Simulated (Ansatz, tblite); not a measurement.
# BEt2Ph (C10H15B): rung by rung

How do method and basis change the picture of BEt2Ph (C10H15B) (singlet)?

Method: as each input shows; program: Ansatz 0.2.0, Gaussian basis.

The runs, in order: GFN1-xTB, GFN2-xTB, PBE-D4/def2-TZVP, r2SCAN-D4/def2-TZVP, B3LYP-D4/def2-TZVP, B2PLYP/def2-TZVP, PBE-D4/def2-SVP, PBE0-D4/def2-SVP, HF/STO-3G, HF/6-31G, B3LYP-D4/6-31G, MP2/def2-SVP.

2 further runs of the same task are left out: 2 set aside as unsound or not needed. Runs told in other sessions of the task aren't counted.

## (1) The structure

The singlet was relaxed beforehand with PBE-D4/def2-SVP.

26 atoms, charge 0, spin multiplicity 1.

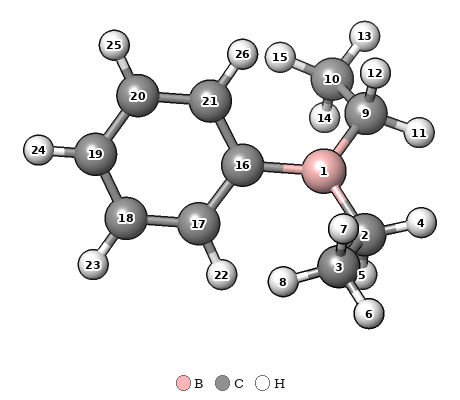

The structure; boron pink, carbon grey, hydrogen white; atoms are numbered from 1 in the order of the file.

PBE0-D4/def2-TZVP was run before; its log isn't repeated, and its numbers join the tables.

## (2) GFN1-xTB

Tight binding, by tblite at 300 K electronic temperature and without a spin-polarisation term:

```python
tblite.interface.Calculator('GFN1-xTB', numbers, positions, charge=0, uhf=0).singlepoint()
```

Energy -833.9456 eV, HOMO -11.56 eV, LUMO -7.81 eV; 0.017 s.

## (3) GFN2-xTB

Tight binding, by tblite at 300 K electronic temperature and without a spin-polarisation term:

```python
tblite.interface.Calculator('GFN2-xTB', numbers, positions, charge=0, uhf=0).singlepoint()
```

Energy -823.1765 eV, HOMO -10.39 eV, LUMO -6.79 eV; 0.013 s.

## (4) PBE-D4/def2-TZVP

start.molden holds the orbitals of an earlier run on this state, given as this run's starting guess.

Input file in.yaml:

```yaml
crystal:
  periodic: [false, false, false]
  atoms:
    - {symbol: B, position_ang: [0.507675, 0.935139, 0.003572]}
    - {symbol: C, position_ang: [2.083905, 0.996387, 0.142411]}
    - {symbol: C, position_ang: [2.802682, -0.048745, 1.005484]}
    - {symbol: H, position_ang: [2.403674, 2.025250, 0.419688]}
    - {symbol: H, position_ang: [2.417342, 0.900046, -0.925585]}
    - {symbol: H, position_ang: [3.906728, 0.046561, 0.947450]}
    - {symbol: H, position_ang: [2.520577, 0.057188, 2.073657]}
    - {symbol: H, position_ang: [2.539521, -1.083945, 0.710273]}
    - {symbol: C, position_ang: [-0.305208, 2.286640, -0.142962]}
    - {symbol: C, position_ang: [-1.551674, 2.311280, -1.037931]}
    - {symbol: H, position_ang: [0.380955, 3.123926, -0.398522]}
    - {symbol: H, position_ang: [-0.599556, 2.502664, 0.918710]}
    - {symbol: H, position_ang: [-2.086420, 3.282179, -0.985993]}
    - {symbol: H, position_ang: [-1.280217, 2.143691, -2.100859]}
    - {symbol: H, position_ang: [-2.273451, 1.515567, -0.766097]}
    - {symbol: C, position_ang: [-0.243755, -0.445573, 0.008114]}
    - {symbol: C, position_ang: [0.243512, -1.555186, -0.726435]}
    - {symbol: C, position_ang: [-0.435003, -2.782442, -0.739589]}
    - {symbol: C, position_ang: [-1.607430, -2.944469, 0.016104]}
    - {symbol: C, position_ang: [-2.103833, -1.867004, 0.767451]}
    - {symbol: C, position_ang: [-1.439135, -0.632367, 0.746014]}
    - {symbol: H, position_ang: [1.168749, -1.451267, -1.316458]}
    - {symbol: H, position_ang: [-0.041394, -3.622518, -1.332863]}
    - {symbol: H, position_ang: [-2.134802, -3.910928, 0.019210]}
    - {symbol: H, position_ang: [-3.021762, -1.987583, 1.363699]}
    - {symbol: H, position_ang: [-1.851699, 0.205530, 1.331468]}
basis:
  gaussian: {orbitals: def2-TZVP, initial_orbitals: start.molden}
hamiltonian: {xc: pbe, dispersion: d4}
scf: {omitted_lower_state_checks: [starts]}
output: {orbitals: {seedname: orbitals}}
```

Started as:

```bash
$ ansatz run in.yaml --threads 4 --pin off --events-out ev --progress --plain --max-ram 6963MiB
```

Output:

```text
Functional definition: PBE
  name "PBE"
  cite "Perdew, Burke & Ernzerhof, Phys. Rev. Lett. 77, 3865 (1996) doi:10.1103/PhysRevLett.77.3865"
  parent pbe
  parameter kappa = 0.804
  parameter beta = 0.06672455060314922
  exchange = pbe_x(kappa = kappa, mu = beta*pi^2/3)
  correlation = pbe_c(beta = beta)
these checks for a lower state are left out or cut short: starts
2629 factors; their error is unknown
mean field evaluation 1: about -11279.5091 eV, gradient 1.3e1 eV
mean field evaluation 2: about -11279.6960 eV, gradient 1.8e-1 eV
mean field evaluation 4: about -11279.5987 eV, gradient 1.4e-3 eV
mean field -11279.59870532 eV, -414.5176068339 hartree, gradient 1.4e-5 eV, S^2 0.000000; 0 other end points of the search recorded, 0 dependent functions left out
reference -11279.59877056 eV, -414.5176092313 hartree; 40, 40 occupied and 391, 391 virtual orbitals, 2629 factors
Total energy: -11280.32778513 eV, -414.5444000228 hartree
Checks for a lower state left out: starts
```

Run time: 8 s. Hardware: 4 threads of Arm Neoverse V1, shared host; peak memory 0.99 GiB.

From the report: HOMO -6.06 eV, LUMO -2.05 eV.

## (5) r2SCAN-D4/def2-TZVP

in.yaml: that of step 4 with these lines changed.

```diff
@@ -31,3 +31,3 @@
   gaussian: {orbitals: def2-TZVP, initial_orbitals: start.molden}
-hamiltonian: {xc: pbe, dispersion: d4}
+hamiltonian: {xc: r2scan, dispersion: d4}
 scf: {omitted_lower_state_checks: [starts]}
```

Launched as before.

Output:

```text
Functional definition: r2SCAN
  name "r2SCAN"
  cite "Furness, Kaplan, Ning, Perdew & Sun, J. Phys. Chem. Lett. 11, 8208 (2020) doi:10.1021/acs.jpclett.0c02405"
  cite "Furness, Kaplan, Ning, Perdew & Sun, J. Phys. Chem. Lett. 11, 9248 (2020) doi:10.1021/acs.jpclett.0c03077"
  parent r2scan
  parameter k0 = 0.174
  parameter k1 = 0.065
  parameter a1 = 4.9479
  exchange = r2scan_x(k0 = k0, k1 = k1, a1 = a1)
  correlation = r2scan_c
these checks for a lower state are left out or cut short: starts
2629 factors; their error is unknown
mean field evaluation 1: about -11288.4153 eV, gradient 6.6e0 eV
mean field evaluation 2: about -11288.4868 eV, gradient 6.7e-2 eV
mean field evaluation 4: about -11288.4006 eV, gradient 1.1e-3 eV
mean field -11288.40063181 eV, -414.8410716664 hartree, gradient 1.3e-5 eV, S^2 0.000000; 0 other end points of the search recorded, 0 dependent functions left out
reference -11288.40064994 eV, -414.8410723325 hartree; 40, 40 occupied and 391, 391 virtual orbitals, 2629 factors
Total energy: -11288.61084973 eV, -414.8487970323 hartree
Checks for a lower state left out: starts
```

It took 14 s on 4 threads of Arm Neoverse V1, shared host; peak memory 1 GiB.

From the report: HOMO -6.24 eV, LUMO -1.82 eV.

## (6) B3LYP-D4/def2-TZVP

in.yaml: that of step 5 with these lines changed.

```diff
@@ -31,3 +31,3 @@
   gaussian: {orbitals: def2-TZVP, initial_orbitals: start.molden}
-hamiltonian: {xc: r2scan, dispersion: d4}
+hamiltonian: {xc: {name: B3LYP}, dispersion: d4}
 scf: {omitted_lower_state_checks: [starts]}
```

The command is unchanged.

Output, shortened:

```text
Functional definition: B3LYP
  name "B3LYP"
  cite "Stephens, Devlin, Chabalowski & Frisch, J. Phys. Chem. 98, 11623 (1994) doi:10.1021/j100096a001"
  cite "Becke, Phys. Rev. A 38, 3098 (1988) doi:10.1103/PhysRevA.38.3098"
  cite "Lee, Yang & Parr, Phys. Rev. B 37, 785 (1988) doi:10.1103/PhysRevB.37.785"
  cite "Vosko, Wilk & Nusair, Can. J. Phys. 58, 1200 (1980) doi:10.1139/p80-159"
[...]
2629 factors; their error is unknown
[...]
mean field -11295.85893439 eV, -415.1151592306 hartree, gradient 2.2e-5 eV, S^2 0.000000; 0 other end points of the search recorded, 0 dependent functions left out
reference -11295.85934763 eV, -415.1151744170 hartree; 40, 40 occupied and 391, 391 virtual orbitals, 2629 factors
Total energy: -11297.00586807 eV, -415.1573082661 hartree
Checks for a lower state left out: starts
```

Wall time 15 s (4 threads of Arm Neoverse V1, shared host); peak memory 1.9 GiB.

Report: HOMO -6.84 eV, LUMO -1.33 eV.

## (7) B2PLYP/def2-TZVP

in.yaml: that of step 6 with these lines changed.

```diff
@@ -31,4 +31,3 @@
   gaussian: {orbitals: def2-TZVP, initial_orbitals: start.molden}
-hamiltonian: {xc: {name: B3LYP}, dispersion: d4}
+hamiltonian: {xc: {name: B2PLYP}}
 scf: {omitted_lower_state_checks: [starts]}
-output: {orbitals: {seedname: orbitals}}
```

Same command.

Output, shortened:

```text
Functional definition: B2PLYP
  name "B2PLYP"
  cite "Grimme, J. Chem. Phys. 124, 034108 (2006) doi:10.1063/1.2148954"
  cite "Becke, Phys. Rev. A 38, 3098 (1988) doi:10.1103/PhysRevA.38.3098"
  cite "Lee, Yang & Parr, Phys. Rev. B 37, 785 (1988) doi:10.1103/PhysRevB.37.785"
[...]
2925 factors; integrals over basis functions are off by at most 1.3e-3 eV
[...]
mean field -11269.08483429 eV, -414.1312292001 hartree, gradient 6.6e-7 eV, S^2 0.000000; 0 other end points of the search recorded, 0 dependent functions left out
11 core orbitals not correlated: weight in the atoms' cores, before any rotation towards them, 1.000 or more for the frozen orbitals, at most 0.000 for the correlated occupied ones
reference -11269.08509192 eV, -414.1312386677 hartree; 29, 29 occupied and 391, 391 virtual orbitals, 2925 factors
second order -56.79080902 eV of doubles, -0.00000000 eV of singles
Total energy: -11284.41861035 eV, -414.6947350767 hartree
Checks for a lower state left out: starts
```

Wall time 29 s (4 threads of Arm Neoverse V1, shared host); peak memory 2.5 GiB.

## (8) PBE-D4/def2-SVP

in.yaml: that of step 7 with these lines changed.

```diff
@@ -30,4 +30,5 @@
 basis:
-  gaussian: {orbitals: def2-TZVP, initial_orbitals: start.molden}
-hamiltonian: {xc: {name: B2PLYP}}
+  gaussian: {orbitals: def2-SVP, initial_orbitals: start.molden}
+hamiltonian: {xc: pbe, dispersion: d4}
 scf: {omitted_lower_state_checks: [starts]}
+output: {orbitals: {seedname: orbitals}}
```

The command is unchanged.

Output:

```text
Functional definition: PBE
  name "PBE"
  cite "Perdew, Burke & Ernzerhof, Phys. Rev. Lett. 77, 3865 (1996) doi:10.1103/PhysRevLett.77.3865"
  parent pbe
  parameter kappa = 0.804
  parameter beta = 0.06672455060314922
  exchange = pbe_x(kappa = kappa, mu = beta*pi^2/3)
  correlation = pbe_c(beta = beta)
these checks for a lower state are left out or cut short: starts
2604 factors; their error is unknown
mean field evaluation 1: about -11267.5423 eV, gradient 1.0e1 eV
mean field evaluation 2: about -11267.8371 eV, gradient 2.2e-1 eV
mean field evaluation 4: about -11267.7050 eV, gradient 7.2e-4 eV
mean field -11267.70496739 eV, -414.0805200270 hartree, gradient 2.6e-5 eV, S^2 0.000000; 0 other end points of the search recorded, 0 dependent functions left out
reference -11267.70501418 eV, -414.0805217463 hartree; 40, 40 occupied and 189, 189 virtual orbitals, 2604 factors
Total energy: -11268.43402875 eV, -414.1073125378 hartree
Checks for a lower state left out: starts
```

It took 3.7 s on 4 threads of Arm Neoverse V1, shared host.

HOMO -5.99 eV, LUMO -1.94 eV.

## (9) PBE0-D4/def2-SVP

in.yaml: that of step 8 with these lines changed.

```diff
@@ -31,3 +31,3 @@
   gaussian: {orbitals: def2-SVP, initial_orbitals: start.molden}
-hamiltonian: {xc: pbe, dispersion: d4}
+hamiltonian: {xc: pbe0, dispersion: d4}
 scf: {omitted_lower_state_checks: [starts]}
```

Same command.

Output:

```text
Functional definition: PBE0
  name "PBE0"
  cite "Adamo & Barone, J. Chem. Phys. 110, 6158 (1999) doi:10.1063/1.478522"
  cite "Perdew, Burke & Ernzerhof, Phys. Rev. Lett. 77, 3865 (1996) doi:10.1103/PhysRevLett.77.3865"
  parent pbe
  parameter a = 0.25
  parameter kappa = 0.804
  parameter beta = 0.06672455060314922
  exchange = (1 - a)*pbe_x(kappa = kappa, mu = beta*pi^2/3) + a*exact_x
  correlation = pbe_c(beta = beta)
these checks for a lower state are left out or cut short: starts
2604 factors; their error is unknown
mean field evaluation 1: about -11269.5461 eV, gradient 7.5e0 eV
mean field evaluation 2: about -11269.7015 eV, gradient 1.1e-1 eV
mean field evaluation 4: about -11269.6502 eV, gradient 3.5e-4 eV
mean field -11269.65018316 eV, -414.1520053878 hartree, gradient 2.0e-5 eV, S^2 0.000000; 0 other end points of the search recorded, 0 dependent functions left out
reference -11269.65022100 eV, -414.1520067783 hartree; 40, 40 occupied and 189, 189 virtual orbitals, 2604 factors
Total energy: -11270.27634072 eV, -414.1750162537 hartree
Checks for a lower state left out: starts
```

Wall time 6 s (4 threads of Arm Neoverse V1, shared host); peak memory 1 GiB.

Report: HOMO -7.02 eV, LUMO -1.07 eV.

## (10) HF/STO-3G

in.yaml: that of step 9 with these lines changed.

```diff
@@ -30,4 +30,4 @@
 basis:
-  gaussian: {orbitals: def2-SVP, initial_orbitals: start.molden}
-hamiltonian: {xc: pbe0, dispersion: d4}
+  gaussian: {orbitals: STO-3G}
+hamiltonian: {xc: hf}
 scf: {omitted_lower_state_checks: [starts]}
```

Same command.

Output:

```text
Functional definition: HF
  name "HF"
  cite "Fock, Z. Phys. 61, 126 (1930) doi:10.1007/BF01340294"
  parent pbe
  exchange = exact_x
  correlation = 0
these checks for a lower state are left out or cut short: starts
989 factors; integrals over basis functions are off by at most 1.1e-4 eV
mean field evaluation 1: about -11076.9996 eV, gradient 2.2e1 eV
mean field evaluation 2: about -11077.5479 eV, gradient 2.2e1 eV
mean field evaluation 4: about -11079.6695 eV, gradient 8.2e-1 eV
mean field evaluation 8: about -11079.6702 eV, gradient 2.9e-5 eV
mean field -11079.67020676 eV, -407.1703700282 hartree, gradient 7.7e-5 eV, S^2 0.000000; 0 other end points of the search recorded, 0 dependent functions left out
reference -11079.67020676 eV, -407.1703700282 hartree; 40, 40 occupied and 30, 30 virtual orbitals, 989 factors
Total energy: -11079.67020676 eV, -407.1703700282 hartree
Checks for a lower state left out: starts
```

Wall time 0.5 s (4 threads of Arm Neoverse V1, shared host).

From the report: HOMO -7.20 eV, LUMO 6.00 eV.

## (11) HF/6-31G

in.yaml: that of step 10 with these lines changed.

```diff
@@ -30,3 +30,3 @@
 basis:
-  gaussian: {orbitals: STO-3G}
+  gaussian: {orbitals: 6-31G}
 hamiltonian: {xc: hf}
```

Same command.

Output:

```text
Functional definition: HF
  name "HF"
  cite "Fock, Z. Phys. 61, 126 (1930) doi:10.1007/BF01340294"
  parent pbe
  exchange = exact_x
  correlation = 0
these checks for a lower state are left out or cut short: starts
1876 factors; integrals over basis functions are off by at most 2.0e-4 eV
mean field evaluation 1: about -11205.3232 eV, gradient 3.8e1 eV
mean field evaluation 2: about -11205.3206 eV, gradient 3.8e1 eV
mean field evaluation 4: about -11209.9043 eV, gradient 3.9e0 eV
mean field evaluation 8: about -11209.9515 eV, gradient 1.7e-2 eV
mean field -11209.95154761 eV, -411.9581209966 hartree, gradient 4.8e-5 eV, S^2 0.000000; 0 other end points of the search recorded, 0 dependent functions left out
reference -11209.95154761 eV, -411.9581209966 hartree; 40, 40 occupied and 89, 89 virtual orbitals, 1876 factors
Total energy: -11209.95154761 eV, -411.9581209966 hartree
Checks for a lower state left out: starts
```

It took 1.5 s on 4 threads of Arm Neoverse V1, shared host.

Report: HOMO -8.84 eV, LUMO 2.80 eV.

## (12) B3LYP-D4/6-31G

in.yaml: that of step 11 with these lines changed.

```diff
@@ -31,3 +31,3 @@
   gaussian: {orbitals: 6-31G}
-hamiltonian: {xc: hf}
+hamiltonian: {xc: {name: B3LYP}, dispersion: d4}
 scf: {omitted_lower_state_checks: [starts]}
```

The command is unchanged.

Output, shortened:

```text
Functional definition: B3LYP
  name "B3LYP"
  cite "Stephens, Devlin, Chabalowski & Frisch, J. Phys. Chem. 98, 11623 (1994) doi:10.1021/j100096a001"
  cite "Becke, Phys. Rev. A 38, 3098 (1988) doi:10.1103/PhysRevA.38.3098"
  cite "Lee, Yang & Parr, Phys. Rev. B 37, 785 (1988) doi:10.1103/PhysRevB.37.785"
  cite "Vosko, Wilk & Nusair, Can. J. Phys. 58, 1200 (1980) doi:10.1139/p80-159"
[...]
1876 factors; integrals over basis functions are off by at most 2.0e-4 eV
[...]
mean field -11289.24835942 eV, -414.8722250812 hartree, gradient 4.5e-5 eV, S^2 0.000000; 0 other end points of the search recorded, 0 dependent functions left out
reference -11289.24865882 eV, -414.8722360841 hartree; 40, 40 occupied and 89, 89 virtual orbitals, 1876 factors
Total energy: -11290.39517926 eV, -414.9143699332 hartree
Checks for a lower state left out: starts
```

Run time: 3.1 s. Hardware: 4 threads of Arm Neoverse V1, shared host.

From the report: HOMO -6.59 eV, LUMO -0.93 eV.

## (13) MP2/def2-SVP

in.yaml: that of step 12 with these lines changed.

```diff
@@ -30,4 +30,4 @@
 basis:
-  gaussian: {orbitals: 6-31G}
-hamiltonian: {xc: {name: B3LYP}, dispersion: d4}
+  gaussian: {orbitals: def2-SVP, initial_orbitals: start.molden}
+correlation: {method: mp2}
 scf: {omitted_lower_state_checks: [starts]}
```

The command is unchanged.

Output, shortened:

```text
Functional definition: HF
  name "HF"
  cite "Fock, Z. Phys. 61, 126 (1930) doi:10.1007/BF01340294"
  parent pbe
[...]
2390 factors; integrals over basis functions are off by at most 1.1e-3 eV
[...]
mean field -11206.00171015 eV, -411.8129671471 hartree, gradient 1.0e-6 eV, S^2 0.000000; 0 other end points of the search recorded, 0 dependent functions left out; unrestricted orbitals would lower it
11 core orbitals not correlated: weight in the atoms' cores, before any rotation towards them, 1.000 or more for the frozen orbitals, at most 0.000 for the correlated occupied ones
reference -11206.00171015 eV, -411.8129671471 hartree; 29, 29 occupied and 189, 189 virtual orbitals, 2390 factors
second order -39.22953349 eV of doubles, -0.00000000 eV of singles
Total energy: -11245.23124364 eV, -413.2546259123 hartree
Checks for a lower state left out: starts
```

Wall time 6 s (4 threads of Arm Neoverse V1, shared host); peak memory 0.76 GiB.

Hartree-Fock HOMO -8.95 eV, LUMO 2.53 eV. Doubts: restricted state is unstable towards broken spin symmetry.

## (14) Levels side by side

| level | functions | HOMO (eV) | LUMO (eV) | gap (eV) | time |
| --- | --- | --- | --- | --- | --- |
| HF/STO-3G | 70 | -7.20 | 6.00 | 13.20 | 0.5 s |
| HF/6-31G | 129 | -8.84 | 2.80 | 11.64 | 1.5 s |
| PBE-D4/def2-SVP | 229 | -5.99 | -1.94 | 4.05 | 3.7 s |
| PBE-D4/def2-TZVP | 431 | -6.06 | -2.05 | 4.02 | 8 s |
| r2SCAN-D4/def2-TZVP | 431 | -6.24 | -1.82 | 4.42 | 14 s |
| B3LYP-D4/6-31G | 129 | -6.59 | -0.93 | 5.65 | 3.1 s |
| B3LYP-D4/def2-TZVP | 431 | -6.84 | -1.33 | 5.51 | 15 s |
| PBE0-D4/def2-SVP | 229 | -7.02 | -1.07 | 5.95 | 6 s |
| PBE0-D4/def2-TZVP | 431 | -7.05 | -1.15 | 5.90 | 25 s |

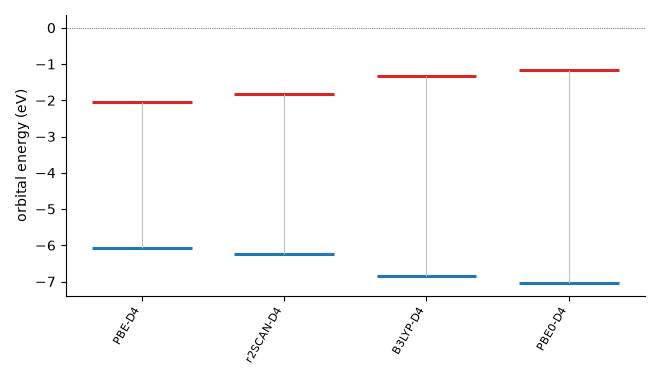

Highest filled (blue) and lowest empty (red) level in def2-TZVP.

Energy pieces by basis (eV):

| basis | HF | MP2 correlation | total |
| --- | --- | --- | --- |
| def2-SVP | -11206.0017 | -39.2295 | -11245.2312 (MP2) |

## (15) Binding energy

Free atoms were run apart at each level; binding is atoms less cluster, divided by the number of atoms, without zero-point or spin-orbit terms.

| level | binding an atom (eV) |
| --- | --- |
| HF/STO-3G | 4.227 |
| HF/6-31G | 3.335 |
| HF/def2-SVP | 3.528 |
| PBE-D4/def2-SVP | 4.745 |
| PBE-D4/def2-TZVP | 4.689 |
| r2SCAN-D4/def2-TZVP | 4.588 |
| B3LYP-D4/6-31G | 4.522 |
| B3LYP-D4/def2-TZVP | 4.570 |
| PBE0-D4/def2-SVP | 4.683 |
| PBE0-D4/def2-TZVP | 4.622 |
| MP2/def2-SVP | 4.475 |

## (16) What came out

| quantity | value |
| --- | --- |
| gap in def2-TZVP, named functionals, smallest and largest | 4.02 eV (PBE-D4), 5.90 eV (PBE0-D4) |
| correlation energy, MP2/def2-SVP | -39.23 eV |
| binding an atom, functionals in def2-TZVP | 4.57 (B3LYP-D4) to 4.69 eV (PBE-D4) |
| PBE0 total energy, smallest basis above largest | 11.66 eV (def2-SVP, def2-TZVP) |

Orbital gaps of the named functionals in def2-TZVP span 4.02 eV (PBE-D4) to 5.90 eV (PBE0-D4); exact exchange widens it.

The slowest run with a step of its own, B2PLYP/def2-TZVP, took 29 s; the quickest functional in def2-TZVP took 8 s (shared host).
